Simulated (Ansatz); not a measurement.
**FCI/STO-3G run of GeTe (SMILES [Ge][Te])**

Aim: the electronic atomisation energy of GeTe at FCI/STO-3G, from 3 runs. 

The results are computed with Ansatz 0.2.0.

73 further runs of the same task are left out: 41 that didn't finish, 32 set aside as unsound or not needed.

**1. The system as given**

GeTe: 2 atoms, total charge 0, spin state singlet. As SMILES, `[Ge][Te]`. The bond length is the measured one.

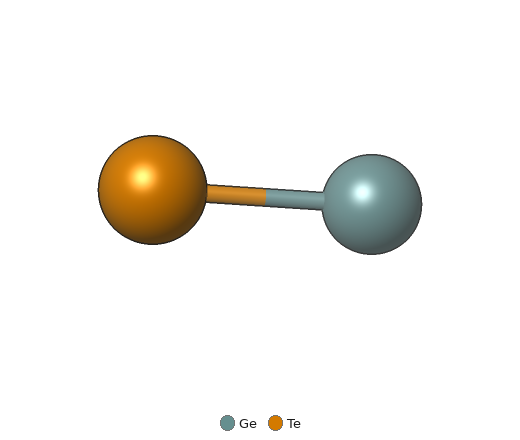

Viewed from a chosen angle; germanium teal, tellurium orange.

**2. A single-point energy at FCI/STO-3G**

Contents of input.yaml:

```yaml
crystal:
  periodic: [false, false, false]
  atoms:
    - {symbol: Ge, position_ang: [0.000000, 0.000000, 0.000000]}
    - {symbol: Te, position_ang: [0.000000, 0.000000, 2.340165]}
basis:
  gaussian:
    orbitals: STO-3G
correlation:
  method: fci
  frozen_orbitals: {Ge: 9, Te: 18}
accuracy: high
```

The run is started by

```
$ ansatz run input.yaml --threads 1 --pin off --max-ram 2610MiB --events-out events.jsonl --progress --plain --runs-dir runs
```

The log of the run:

```text
Warning: RAYON_NUM_THREADS=1 ignored (pool sized by the plan → 1); use --threads N
Functional definition: HF
  name "HF"
  exchange = exact_x
  correlation = 0
564 factors; integrals over basis functions are off by at most 4.8e-9 eV
mean field evaluation 1: about -233984.9647 eV, gradient 1.9e1 eV
mean field evaluation 2: about -233984.9964 eV, gradient 1.9e1 eV
mean field evaluation 4: about -233987.6497 eV, gradient 1.0e0 eV
mean field evaluation 8: about -233987.6554 eV, gradient 1.8e-2 eV
mean field -233987.65539560 eV, -8598.8877332591 hartree, gradient 2.2e-8 eV, S^2 0.000000; 0 other end points of the search recorded, 0 dependent functions left out
27 core orbitals not correlated: weight in the atoms' cores, before any rotation towards them, 1.000 or more for the frozen orbitals, at most 0.000 for the correlated occupied ones
reference -233987.65539560 eV, -8598.8877332591 hartree; 15, 15 occupied and 3, 3 virtual orbitals, 564 factors
state -233989.89649565 eV, -8598.9700921668 hartree
Total energy: -233989.89649565 eV, -8598.9700921668 hartree
```

It took 1.7 s on 1 thread of Arm Neoverse V1, shared host; peak memory 0.099 GiB.

**3. The Ge atom at the same level**

Contents of job.yaml:

```yaml
crystal:
  periodic: [false, false, false]
  atoms:
    - {symbol: Ge, position_ang: [0.000000, 0.000000, 0.000000]}
basis:
  gaussian:
    orbitals: STO-3G
magnetization:
  spin_polarized: true
  initial_magnetization: 2
correlation:
  method: fci
  frozen_orbitals: {Ge: 9}
accuracy: high
```

Run the same way, it converges to -2051.64970 Eh (log not shown).

**4. The Te atom at the same level**

Contents of job.yaml:

```yaml
crystal:
  periodic: [false, false, false]
  atoms:
    - symbol: Te
      position_ang: [0.000000, 0.000000, 0.000000]
basis:
  gaussian:
    orbitals: STO-3G
magnetization:
  spin_polarized: true
  initial_magnetization: 2
correlation:
  method: fci
  frozen_orbitals: {Te: 18}
accuracy: high
```

The run is started by

```
$ ansatz run job.yaml --threads 1 --pin off --max-ram 2610MiB --events-out events.jsonl --progress --plain --runs-dir runs
```

The log of the run:

```text
Warning: RAYON_NUM_THREADS=1 ignored (pool sized by the plan → 1); use --threads N
[... 4 set-up lines as earlier in the session ...]
251 factors; integrals over basis functions are off by at most 4.0e-9 eV
mean field evaluation 1: about -178156.2606 eV, gradient 4.0e-1 eV
mean field evaluation 2: about -178156.2749 eV, gradient 4.0e-1 eV
mean field evaluation 4: about -178156.2752 eV, gradient 1.6e-6 eV
mean field evaluation 8: about -178156.2747 eV, gradient 4.8e-1 eV
mean field evaluation 16: about -178156.2752 eV, gradient 1.9e-4 eV
mean field -178156.27521310 eV, -6547.1223554208 hartree, gradient 1.9e-9 eV, S^2 2.000000; 3 other end points of the search recorded, 0 dependent functions left out
18 core orbitals not correlated: weight in the atoms' cores, before any rotation towards them, 1.000 or more for the frozen orbitals, at most 0.000 for the correlated occupied ones
reference -178156.27521310 eV, -6547.1223554208 hartree; 9, 7 occupied and 0, 2 virtual orbitals, 251 factors
state -178156.27537948 eV, -6547.1223615351 hartree
Total energy: -178156.27537948 eV, -6547.1223615351 hartree
```

Run time: 0.2 s. Hardware: 1 thread of Arm Neoverse V1, shared host.

**5. Outcome**

Level: FCI/STO-3G, 27 core orbitals frozen.

```
                                              quantity           value
                                molecule: total energy  -8598.97009 Eh
molecule: correlation energy (27 core orbitals frozen)       -82.4 mEh
                                 Ge atom: total energy  -2051.64970 Eh
  Ge atom: correlation energy (9 core orbitals frozen)       -13.4 mEh
                                 Te atom: total energy  -6547.12236 Eh
 Te atom: correlation energy (18 core orbitals frozen)         0.0 mEh
                         electronic atomisation energy        5.389 eV
```

**Reading.** Taking the molecule apart into free atoms costs 5.39 eV (520 kJ/mol), before zero-point energy and without spin-orbit coupling. In a minimal basis such a difference can be off by several eV, whatever the method. Relativity is left out (molecule) although the molecule holds a heavy atom. Relativity is left out (Te atom) although the molecule holds a heavy atom.
